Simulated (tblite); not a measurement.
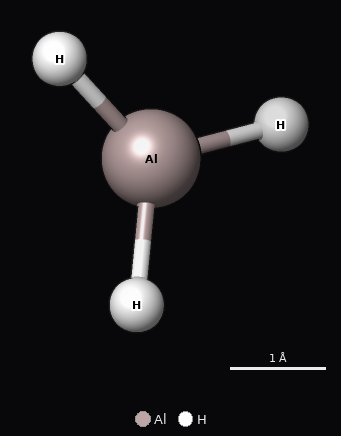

Figure 1. The input geometry (ball-and-stick view, seen at a tilt). Sticks mark near contacts.

**Run report: AlH₃, geometry relaxation**

AlH₃, computed with GFN2-xTB geometry optimisation, gas phase (tblite 0.8.0).

## What the program printed
```
step      E/eV     max force
  0     -70.29198    1.328
  1     -70.32801    1.076
  2     -70.39673    0.720
  3     -70.40534    0.448
  4     -70.41511    0.146
  5     -70.41681    0.091
  6     -70.41714    0.056
  7     -70.41737    0.060
  8     -70.41767    0.054
  9     -70.41789    0.040
 10     -70.41801    0.039
 11     -70.41807    0.031
 12     -70.41813    0.022
 13     -70.41818    0.021
 14     -70.41820    0.012
 15     -70.41820    0.005
 16     -70.41820    0.001
```

## Trajectory as extended XYZ (Å, eV, eV/Å), 12 frames, from step=0 to step=16
```
4
Properties=species:S:1:pos:R:3:forces:R:3 step=0 energy=-70.29198
Al    0.0796   -0.0291   -0.0681   -1.0370   0.2620  -0.7870
H    -1.3461   -0.7956   -0.3285    0.6840   0.2030   0.3650
H    -0.0191    1.4582    0.4900    0.2230  -0.4460   0.1150
H     1.3265   -0.6143   -0.7896    0.1310  -0.0190   0.3070
4
Properties=species:S:1:pos:R:3:forces:R:3 step=1 energy=-70.32801
Al    0.0648   -0.0254   -0.0794   -0.7600   0.2230  -0.7290
H    -1.3364   -0.7927   -0.3232    0.5320   0.1510   0.3140
H    -0.0159    1.4518    0.4917    0.1840  -0.3900   0.1040
H     1.3284   -0.6146   -0.7852    0.0440   0.0150   0.3110
4
Properties=species:S:1:pos:R:3:forces:R:3 step=2 energy=-70.39673
Al    0.0030   -0.0074   -0.1379    0.5940   0.2550  -0.3160
H    -1.2932   -0.7804   -0.2979   -0.3650  -0.2350   0.0550
H    -0.0010    1.4205    0.5001    0.0230  -0.1420   0.0350
H     1.3322   -0.6135   -0.7603   -0.2510   0.1220   0.2260
4
Properties=species:S:1:pos:R:3:forces:R:3 step=4 energy=-70.41511
Al    0.0208    0.0043   -0.1568   -0.0440   0.0150  -0.1380
H    -1.3042   -0.7889   -0.2932   -0.0240  -0.0260   0.0430
H     0.0017    1.4119    0.5025    0.0540  -0.0290   0.0260
H     1.3227   -0.6082   -0.7486    0.0140   0.0400   0.0680
4
Properties=species:S:1:pos:R:3:forces:R:3 step=5 energy=-70.41681
Al    0.0192    0.0090   -0.1686   -0.0780  -0.0280  -0.0380
H    -1.3038   -0.7905   -0.2892   -0.0250  -0.0130   0.0130
H     0.0045    1.4067    0.5042    0.0450   0.0160   0.0120
H     1.3210   -0.6061   -0.7425    0.0580   0.0240   0.0130
4
Properties=species:S:1:pos:R:3:forces:R:3 step=7 energy=-70.41737
Al    0.0147    0.0099   -0.1751   -0.0080  -0.0190   0.0130
H    -1.3045   -0.7916   -0.2869   -0.0550  -0.0230  -0.0060
H     0.0078    1.4050    0.5053    0.0300   0.0140  -0.0060
H     1.3229   -0.6042   -0.7394    0.0330   0.0270  -0.0010
4
Properties=species:S:1:pos:R:3:forces:R:3 step=8 energy=-70.41767
Al    0.0124    0.0091   -0.1771    0.0210  -0.0050   0.0300
H    -1.3073   -0.7931   -0.2863   -0.0490  -0.0190  -0.0110
H     0.0104    1.4053    0.5056    0.0200  -0.0050  -0.0190
H     1.3254   -0.6023   -0.7383    0.0090   0.0280   0.0000
4
Properties=species:S:1:pos:R:3:forces:R:3 step=10 energy=-70.41801
Al    0.0112    0.0069   -0.1762    0.0080   0.0010   0.0220
H    -1.3138   -0.7957   -0.2868   -0.0010   0.0050  -0.0050
H     0.0144    1.4064    0.5047    0.0090  -0.0290  -0.0240
H     1.3291   -0.5985   -0.7378   -0.0160   0.0230   0.0070
4
Properties=species:S:1:pos:R:3:forces:R:3 step=11 energy=-70.41807
Al    0.0115    0.0064   -0.1750   -0.0060  -0.0050   0.0100
H    -1.3151   -0.7960   -0.2873    0.0120   0.0110  -0.0010
H     0.0152    1.4061    0.5039    0.0080  -0.0250  -0.0170
H     1.3294   -0.5973   -0.7378   -0.0150   0.0190   0.0080
4
Properties=species:S:1:pos:R:3:forces:R:3 step=13 energy=-70.41818
Al    0.0110    0.0054   -0.1735   -0.0120  -0.0150  -0.0080
H    -1.3162   -0.7959   -0.2876    0.0140   0.0090   0.0030
H     0.0172    1.4039    0.5018    0.0030   0.0000   0.0000
H     1.3290   -0.5943   -0.7369   -0.0050   0.0060   0.0050
4
Properties=species:S:1:pos:R:3:forces:R:3 step=14 energy=-70.41820
Al    0.0104    0.0051   -0.1737   -0.0040  -0.0100  -0.0060
H    -1.3160   -0.7957   -0.2875    0.0050   0.0040   0.0010
H     0.0178    1.4031    0.5014    0.0010   0.0040   0.0030
H     1.3287   -0.5934   -0.7363   -0.0020   0.0020   0.0020
4
Properties=species:S:1:pos:R:3:forces:R:3 step=16 energy=-70.41820
Al    0.0102    0.0048   -0.1740    0.0010  -0.0010   0.0000
H    -1.3158   -0.7956   -0.2874    0.0000   0.0000   0.0000
H     0.0179    1.4031    0.5015    0.0000   0.0010   0.0000
H     1.3286   -0.5932   -0.7361   -0.0010   0.0000   0.0000
```

This output came from the following input.

## Input file
```
{"job": {"xc": "GFN2-xTB", "basis": "xTB", "kind": "relax"}, "charge": 0, "multiplicity": 1}
Al     0.079600    -0.029100    -0.068100
H     -1.346100    -0.795600    -0.328500
H     -0.019100     1.458200     0.490000
H      1.326500    -0.614300    -0.789600
```

The first line tells a small driver script what to run in tblite; the rest is the geometry in Å.

Run as:
```bash
OMP_NUM_THREADS=1 python <driver script> task.json out
```

## Key numbers

- outcome: converged
- total energy: −70.4182 eV
- hardware: 1 CPU thread, shared host
- peak memory: 0.18 GiB
